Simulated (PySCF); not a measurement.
# C7H15B2N: NMR shifts in solvents

Aim: compute the NMR shifts of C7H15B2N (`BNBCC1(C(=C)C)CC1`), and see what a dielectric continuum does where one was used.

The runs use PySCF 2.14.0, with density-fitted response routines of our own; the level of theory stands in each step. All values are computed, except where a source is named. Atoms count from 0, in the outputs and in this text.

### Step 1. The molecule as given

25 atoms, charge 0, multiplicity 1; geometry from: GFN2-xTB.

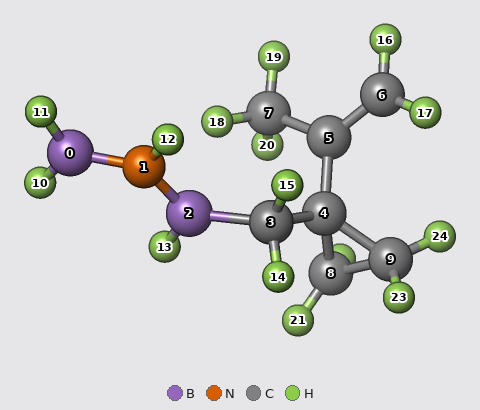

As it starts; boron purple, nitrogen orange, carbon grey, hydrogen green, atoms numbered; sticks join atoms by distance.

### Step 2. Optimising the geometry at PBE0-D3(BJ)/def2-SVP

The job: settings as JSON, then the geometry in Å.

```
{"job": {"xc": "PBE0", "basis": "def2-SVP", "d3": "d3bj", "grid": 1, "kind": "geom"}, "charge": 0, "multiplicity": 1}
B      2.821604    -0.964495     2.490083
N      2.217706    -0.926727     1.220947
B      0.859675    -1.142892     0.886238
C      0.390862    -1.082703    -0.629743
C     -0.819646    -0.184541    -0.877459
C     -0.502457     1.268869    -0.719981
C     -0.284317     2.052566    -1.764527
C     -0.411020     1.760002     0.691913
C     -2.173527    -0.672912    -0.451763
C     -1.827205    -0.598845    -1.911066
H      2.161112    -1.206730     3.423652
H      3.968847    -0.745784     2.589545
H      2.828725    -0.709624     0.443149
H      0.106062    -1.406219     1.742199
H      0.115966    -2.096612    -0.935353
H      1.190933    -0.761408    -1.304779
H     -0.038469     3.095495    -1.652774
H     -0.344381     1.683541    -2.774415
H      0.312283     1.162360     1.247129
H     -0.112567     2.804913     0.725206
H     -1.373161     1.650703     1.191055
H     -2.242768    -1.644645     0.012902
H     -2.882415     0.044732    -0.066399
H     -1.667267    -1.522355    -2.447645
H     -2.305510     0.167455    -2.502331
```

On the command line:

```sh
$ OMP_NUM_THREADS=1 python probes_run.py task.json out
```

One launch serves the whole session: the jobs run in the order shown.

What it wrote:

```text
step   0  E = -379.51265568  max force = 0.023675
step   1  E = -379.51731389  max force = 0.003123
step   2  E = -379.51742499  max force = 0.000798
step   3  E = -379.51754030  max force = 0.001821
step   4  E = -379.51765239  max force = 0.002713
step   5  E = -379.51785505  max force = 0.002847
step   6  E = -379.51793106  max force = 0.001593
step   7  E = -379.51795521  max force = 0.001509
step   8  E = -379.51798491  max force = 0.000495
step   9  E = -379.51799055  max force = 0.000138
optimisation converged
```

Wall time 11 min (1 thread, shared host).

Along the way:

```
step  energy from step 0 (eV)  largest force component (eV/Å)
   0                   0.0000                          1.2174
   1                  -0.1268                          0.1606
   2                  -0.1298                          0.0410
   3                  -0.1329                          0.0936
   4                  -0.1360                          0.1395
   5                  -0.1415                          0.1464
   6                  -0.1436                          0.0819
   7                  -0.1442                          0.0776
   8                  -0.1450                          0.0255
   9                  -0.1452                          0.0071
```

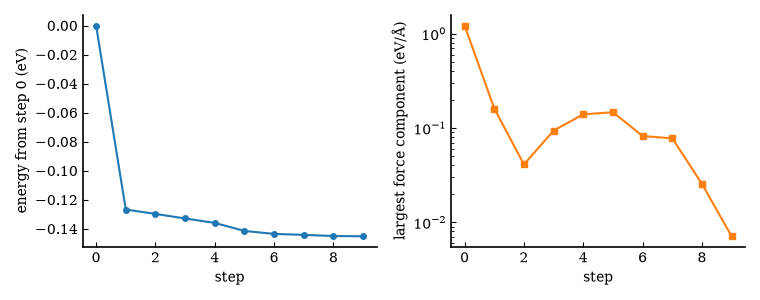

Energy and largest force along the relaxation.

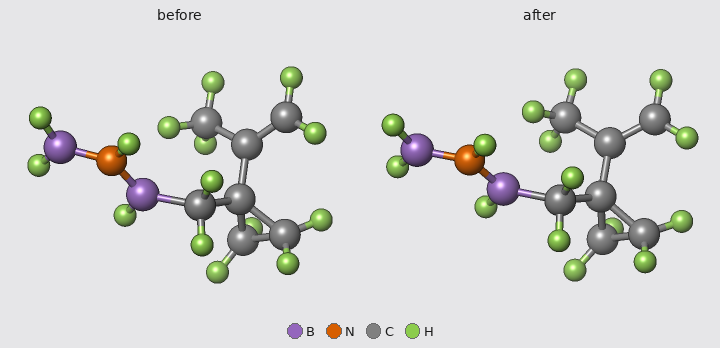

Before and after, at one scale.

Close pairs (by a distance rule), those that changed most:

```
  bond  before (Å)  after (Å)  change (Å)
B2–H13       1.170      1.210      +0.039
B0–H10       1.169      1.207      +0.038
B0–H11       1.172      1.210      +0.038
C6–H16       1.077      1.094      +0.016
C6–H17       1.077      1.093      +0.016
 B2–C3       1.588      1.572      -0.016
C3–H14       1.094      1.109      +0.015
C8–H21       1.079      1.094      +0.015
```

The final coordinates are the input of the step that follows.

```
                         at the end point                value
  point group (found at 0.08 Å tolerance)                   C1
rotational constants (GHz, main isotopes)  2.104, 0.785, 0.664
                        dipole moment (D)                 1.24
```

### Step 3. Nuclear shieldings: PBE0/pcSseg-1 in chloroform

The job: settings as JSON, then the geometry in Å.

```
{"job": {"kind": "nmr", "xc": "PBE0", "basis": "pcSseg-1", "solvent": "chloroform", "pop": true}, "charge": 0, "multiplicity": 1}
B      2.882759    -1.082462     2.549901
N      2.322689    -0.960414     1.256192
B      0.935042    -1.013742     0.916789
C      0.444676    -0.960022    -0.575959
C     -0.792006    -0.113483    -0.853892
C     -0.577257     1.364154    -0.692518
C     -0.675802     2.216194    -1.719191
C     -0.227962     1.826353     0.691189
C     -2.124962    -0.668171    -0.422755
C     -1.770483    -0.604323    -1.881120
H      2.146441    -1.238596     3.493641
H      4.083716    -1.027240     2.685618
H      2.972087    -0.824767     0.485360
H      0.149665    -1.172781     1.823229
H      0.192047    -2.014307    -0.808353
H      1.249401    -0.683598    -1.280941
H     -0.519832     3.289901    -1.581365
H     -0.912393     1.870204    -2.728333
H      0.744258     1.418276     1.019649
H     -0.158281     2.921287     0.749812
H     -0.974643     1.479036     1.422991
H     -2.137006    -1.640703     0.077873
H     -2.875743     0.036799    -0.055018
H     -1.532992    -1.537215    -2.399822
H     -2.298651     0.127655    -2.496195
```

With the program's defaults for keys left out, this is: GIAO PBE0/pcSseg-1 NMR shielding, non-relativistic, IEF-PCM chloroform.

What it wrote:

```text
coarse grid: 20136 points
cycle   1  E = -379.5965545594  dE =  1.037e+00  |g| = 4.986e-01  |ddm| = 4.353e+00
cycle   2  E = -379.5941894513  dE =  2.365e-03  |g| = 5.350e-01  |ddm| = 9.097e-01
cycle   3  E = -379.6638290429  dE = -6.964e-02  |g| = 6.924e-02  |ddm| = 4.666e-01
cycle   4  E = -379.6646445518  dE = -8.155e-04  |g| = 3.366e-02  |ddm| = 6.111e-02
cycle   5  E = -379.6648853500  dE = -2.408e-04  |g| = 5.799e-03  |ddm| = 2.377e-02
cycle   6  E = -379.6648930750  dE = -7.725e-06  |g| = 1.773e-03  |ddm| = 6.530e-03
final grid: 192448 points
cycle   7  E = -379.7214249831  dE = -7.626e-05  |g| = 1.016e-02  |ddm| = 5.745e-02
cycle   8  E = -379.7214173656  dE =  7.617e-06  |g| = 1.184e-02  |ddm| = 2.064e-02
cycle   9  E = -379.7214516854  dE = -3.432e-05  |g| = 1.129e-03  |ddm| = 1.071e-02
cycle  10  E = -379.7214519568  dE = -2.714e-07  |g| = 3.172e-04  |ddm| = 9.660e-04
cycle  11  E = -379.7214519766  dE = -1.987e-08  |g| = 1.156e-04  |ddm| = 3.086e-04
cycle  12  E = -379.7214519797  dE = -3.087e-09  |g| = 3.489e-05  |ddm| = 1.265e-04
cycle  13  E = -379.7214519800  dE = -2.899e-10  |g| = 1.037e-05  |ddm| = 3.869e-05
converged SCF energy = -379.7214519800

GIAO shielding tensors (ppm)
atom      isotropic    diamagn.    paramagn.     s11        s22        s33       span
  0 B       49.656     192.544    -142.888     11.559     23.752    113.656    102.097
  1 N       73.223     322.458    -249.235    -85.321     76.400    228.591    313.912
  2 B       43.990     196.300    -152.310     -8.572     36.868    103.676    112.248
  3 C      146.777     251.300    -104.523    133.110    140.561    166.659     33.549
  4 C      157.052     249.720     -92.667    129.077    141.832    200.247     71.171
  5 C       23.122     259.051    -235.929   -103.892     19.352    153.907    257.800
  6 C       67.001     253.375    -186.374    -38.043     93.522    145.525    183.568
  7 C      159.885     249.832     -89.946    146.086    151.896    181.673     35.587
  8 C      169.449     252.964     -83.514    134.902    172.479    200.968     66.066
  9 C      168.453     256.720     -88.267    132.419    172.365    200.573     68.154
 10 H       25.775      29.087      -3.312     23.088     26.074     28.162      5.075
 11 H       25.808      26.983      -1.175     24.296     26.031     27.096      2.800
 12 H       23.863      31.722      -7.858     20.799     23.744     27.047      6.248
 13 H       25.432      33.476      -8.044     21.576     25.279     29.440      7.865
 14 H       30.769      33.007      -2.239     25.817     29.964     36.525     10.708
 15 H       29.744      33.702      -3.958     25.397     28.583     35.253      9.855
 16 H       26.174      30.848      -4.674     23.405     24.419     30.698      7.293
 17 H       26.110      32.986      -6.876     22.419     24.172     31.740      9.321
 18 H       29.587      32.747      -3.160     24.115     29.855     34.790     10.675
 19 H       29.440      30.804      -1.365     25.177     27.803     35.339     10.162
 20 H       29.486      31.749      -2.263     25.503     28.790     34.167      8.664
 21 H       30.494      32.572      -2.077     25.638     27.153     38.693     13.055
 22 H       30.897      32.136      -1.239     26.087     27.564     39.040     12.953
 23 H       30.783      32.826      -2.042     25.024     28.063     39.263     14.239
 24 H       30.259      33.609      -3.350     24.754     27.549     38.475     13.721
```

It took 2.7 min on 1 thread, shared host.

The references, computed at this level on geometries of the same kind, shield at (ppm): ¹H TMS 31.25, ¹³C TMS 185.2, ¹⁵N NH3 267.8, ¹¹B BF3·OEt2 101.2. Their shielding less the atom's gives the shift. The references are single molecules in the same continuum, so shifts against H2O, NH3, PH3, H3PO4 or CFCl3 are not on the usual liquid scales and can be off by tens of ppm. Atoms listed in one row are averaged.

```
        atoms                               environment  σ (ppm)  δ (ppm)
           C5           fully substituted alkene carbon     23.1    162.0
           C6                      terminal =CH2 carbon     67.0    118.2
           C3                       sp3 CH2 bonded to B    146.8     38.4
           C4                three-membered-ring carbon    157.1     28.1
           C7                     allylic methyl carbon    159.9     25.3
       C8, C9                three-membered-ring carbon    169.0     16.2
          H12      hydrogen on a nitrogen bonded to 2 B    23.86     7.38
          H13        hydrogen on a boron bonded to C, N    25.43     5.82
     H10, H11           hydrogen on a boron bonded to N    25.79     5.46
          H17        hydrogen on a terminal =CH2 carbon    26.11     5.14
          H16        hydrogen on a terminal =CH2 carbon    26.17     5.07
H18, H19, H20      hydrogen on an allylic methyl carbon    29.50     1.74
     H14, H15        hydrogen on an sp3 CH2 bonded to B    30.26     0.99
     H22, H24  hydrogen on a three-membered-ring carbon    30.58     0.67
     H21, H23  hydrogen on a three-membered-ring carbon    30.64     0.61
           B2                   boron bonded to C, N, H     44.0     57.2
           B0                    boron bonded to N, 2 H     49.7     51.5
           N1                 nitrogen bonded to 2 B, H     73.2    194.6
```

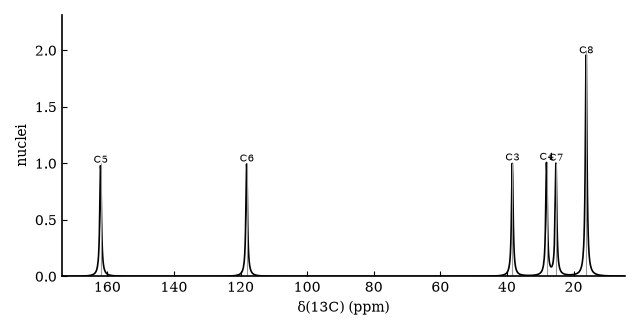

¹³C lines at the computed shifts, without couplings. Lines are broadened to a width of 0.58 ppm (Lorentzian).

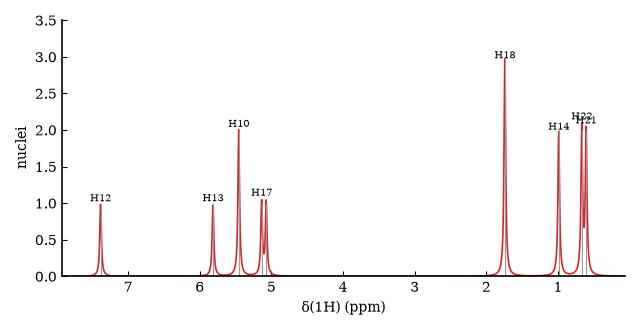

¹H lines at the computed shifts, without couplings. Lines are broadened to a width of 0.03 ppm (Lorentzian).

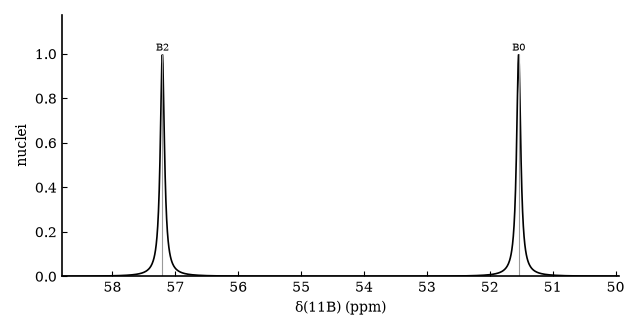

¹¹B lines at the computed shifts, without couplings. Lines are broadened to a width of 0.08 ppm (Lorentzian).

The run also stored atomic charges by several schemes (e):

```
 atoms  Mulliken    IAO  Hirshfeld  ESP fit
    B0      0.16   0.05       0.14     0.25
    N1     -0.51  -0.42      -0.20    -0.50
    B2      0.35   0.19       0.17     0.54
    C3     -0.27  -0.40      -0.14    -0.91
    C4     -0.44   0.02       0.01     0.34
    C5     -0.33   0.03       0.02     0.29
    C6     -0.10  -0.35      -0.12    -0.61
    C7     -0.17  -0.41      -0.11    -0.51
C8, C9     -0.15  -0.29      -0.09    -0.36
```

ESP fit charges:

B0 0.25; N1 -0.50; B2 0.54; C3 -0.91; C4 0.34; C5 0.29; C6 -0.61; C7 -0.51; C8 -0.30; C9 -0.42; H10 -0.11; H11 -0.11; H12 0.32; H13 -0.15; H14 0.28; H15 0.20; H16 0.21; H17 0.18; H18 0.15; H19 0.16; H20 0.13; H21 0.14; H22 0.12; H23 0.16; H24 0.16

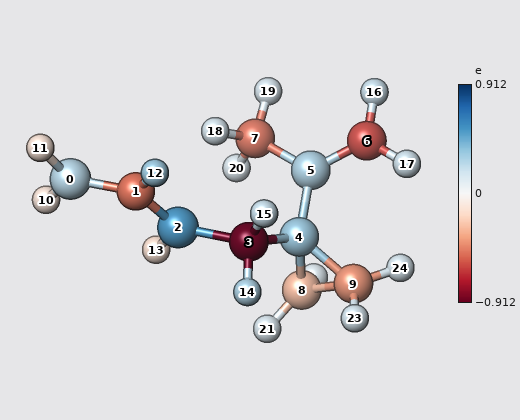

ESP fit charges, as colours on the atoms.

Mayer bond orders: B0–N1 1.26, N1–B2 1.14, B2–C3 0.98, C3–C4 1.03, C4–C5 0.99, C5–C6 1.99, C5–C7 1.06, C4–C8 0.93, C8–C9 0.96, C9–C4 0.98.

Ring of atoms C4, C8, C9: NICS(0) -42.6, NICS(1) -8.1, NICS(1)zz -20.6 ppm (means of both faces).

In rings of three or four atoms NICS is ruled by the nearby σ bonds, so it says little on aromaticity.

### Step 4. Shielding tensors: PBE0/pcSseg-1 in methanol

Same as in step 3 but for these lines:

```diff
@@ -1,2 +1,2 @@
-{"job": {"kind": "nmr", "xc": "PBE0", "basis": "pcSseg-1", "solvent": "chloroform", "pop": true}, "charge": 0, "multiplicity": 1}
+{"job": {"kind": "nmr", "xc": "PBE0", "basis": "pcSseg-1", "solvent": "methanol", "pop": false}, "charge": 0, "multiplicity": 1}
 B      2.882759    -1.082462     2.549901
```

Method: GIAO PBE0/pcSseg-1 NMR shielding, non-relativistic, IEF-PCM methanol.

What it wrote:

```text
coarse grid: 20136 points
cycle   1  E = -379.5989309452  dE =  1.035e+00  |g| = 4.961e-01  |ddm| = 4.353e+00
cycle   2  E = -379.5972656246  dE =  1.665e-03  |g| = 5.303e-01  |ddm| = 8.956e-01
cycle   3  E = -379.6654617834  dE = -6.820e-02  |g| = 6.949e-02  |ddm| = 4.518e-01
cycle   4  E = -379.6662806624  dE = -8.189e-04  |g| = 3.324e-02  |ddm| = 5.989e-02
cycle   5  E = -379.6665164801  dE = -2.358e-04  |g| = 5.553e-03  |ddm| = 2.389e-02
cycle   6  E = -379.6665237415  dE = -7.261e-06  |g| = 1.561e-03  |ddm| = 6.408e-03
final grid: 192448 points
cycle   7  E = -379.7230434258  dE = -7.606e-05  |g| = 1.025e-02  |ddm| = 5.721e-02
cycle   8  E = -379.7230348721  dE =  8.554e-06  |g| = 1.203e-02  |ddm| = 2.164e-02
cycle   9  E = -379.7230707500  dE = -3.588e-05  |g| = 1.345e-03  |ddm| = 1.146e-02
cycle  10  E = -379.7230711522  dE = -4.022e-07  |g| = 3.332e-04  |ddm| = 1.206e-03
cycle  11  E = -379.7230711754  dE = -2.321e-08  |g| = 1.366e-04  |ddm| = 3.567e-04
cycle  12  E = -379.7230711798  dE = -4.347e-09  |g| = 3.255e-05  |ddm| = 1.372e-04
cycle  13  E = -379.7230711800  dE = -2.453e-10  |g| = 1.026e-05  |ddm| = 3.521e-05
converged SCF energy = -379.7230711800

GIAO shielding tensors (ppm)
atom      isotropic    diamagn.    paramagn.     s11        s22        s33       span
  0 B       49.966     192.480    -142.514     12.818     23.509    113.571    100.753
  1 N       72.429     322.472    -250.042    -87.168     73.929    230.527    317.695
  2 B       44.038     196.191    -152.154     -8.596     37.356    103.352    111.948
  3 C      147.063     251.272    -104.209    133.334    140.920    166.936     33.602
  4 C      157.014     249.779     -92.766    128.922    141.748    200.371     71.448
  5 C       22.425     259.126    -236.701   -104.749     18.084    153.941    258.690
  6 C       67.365     253.512    -186.148    -37.448     93.646    145.897    183.345
  7 C      160.056     249.953     -89.897    146.255    151.979    181.934     35.679
  8 C      169.723     253.121     -83.397    135.233    172.679    201.258     66.025
  9 C      168.787     256.822     -88.035    132.904    172.612    200.847     67.943
 10 H       25.828      29.195      -3.367     23.101     26.157     28.226      5.124
 11 H       25.830      27.022      -1.192     24.325     26.041     27.124      2.799
 12 H       23.675      31.498      -7.822     20.552     23.603     26.870      6.318
 13 H       25.479      33.569      -8.090     21.572     25.364     29.500      7.928
 14 H       30.692      32.894      -2.202     25.713     29.883     36.481     10.768
 15 H       29.700      33.660      -3.960     25.310     28.539     35.250      9.940
 16 H       26.141      30.833      -4.693     23.387     24.366     30.669      7.282
 17 H       26.091      32.981      -6.891     22.411     24.155     31.706      9.295
 18 H       29.560      32.718      -3.157     24.086     29.818     34.777     10.691
 19 H       29.395      30.772      -1.377     25.113     27.749     35.323     10.210
 20 H       29.496      31.774      -2.278     25.508     28.800     34.180      8.672
 21 H       30.469      32.556      -2.087     25.606     27.099     38.703     13.097
 22 H       30.908      32.167      -1.259     26.095     27.558     39.072     12.977
 23 H       30.740      32.780      -2.040     24.967     27.986     39.268     14.301
 24 H       30.254      33.615      -3.360     24.743     27.521     38.499     13.756
```

Run time: 2.6 min. Hardware: 1 thread, shared host.

This run: δ C5 163.0, C6 118.1, C3 38.4, C4 28.5, H12 7.56, H13 5.76 ppm.

### Step 5. Run by run: NMR shifts

Shifts (ppm) of some atoms, chosen among heavy atoms and hydrogens apart, with basis size and wall time:

```
                        run     C5    C4    C7   H12   H13    B0     N1  functions     time
PBE0/pcSseg-1 in chloroform  162.0  28.1  25.3  7.38  5.82  51.5  194.6        245  2.7 min
  PBE0/pcSseg-1 in methanol  163.0  28.5  25.4  7.56  5.76  51.4  196.1        245  2.6 min
```

The continuum's effect on the ground state:

```
   solvent      ε  polarisation energy (Eh)  μ (D)
chloroform   4.71                   -0.0043   1.40
  methanol  32.61                   -0.0063   1.54
```

### Step 6. Summary of results

| quantity | value |
| --- | --- |
| point group | C1 |
| rotational constants (main isotopes) | 2.10, 0.79, 0.66 GHz |
| ¹³C shifts against TMS (PBE0/pcSseg-1, chloroform, means over atoms taken as alike) | 162.0, 118.2, 38.4, 28.1, 25.3, 16.2 ppm |
| ¹H shifts against TMS (PBE0/pcSseg-1, chloroform, means over atoms taken as alike) | 7.38, 5.82, 5.46, 5.14, 5.07, 1.74, 0.99, 0.67, 0.61 ppm |
| ¹¹B shifts against BF3·OEt2 (PBE0/pcSseg-1, chloroform) | 57.2, 51.5 ppm |
| ¹⁵N shifts against NH3 (PBE0/pcSseg-1, chloroform) | 194.6 ppm |
| range of the shift of N1 | 194.6 to 196.1 ppm |

What this shows: Relaxing lowered the energy by 0.145 eV in 9 steps; the close pair that moved most is B2–H13, from 1.170 to 1.210 Å. The most deshielded carbon is C5 (fully substituted alkene carbon), at 162.0 ppm: the olefinic region. At PBE0/pcSseg-1: The widest tensor belongs to N1: span 314 ppm, with a paramagnetic part of -249 ppm. In ppm, N1 moves most: its shift spreads over 1.5 ppm, from 194.6 (PBE0/pcSseg-1 in chloroform) to 196.1 (PBE0/pcSseg-1 in methanol). Part of that comes from the computed reference. The continuum holds electrostatics alone: no hydrogen bonds to the solvent, and the gas-phase geometry is kept.
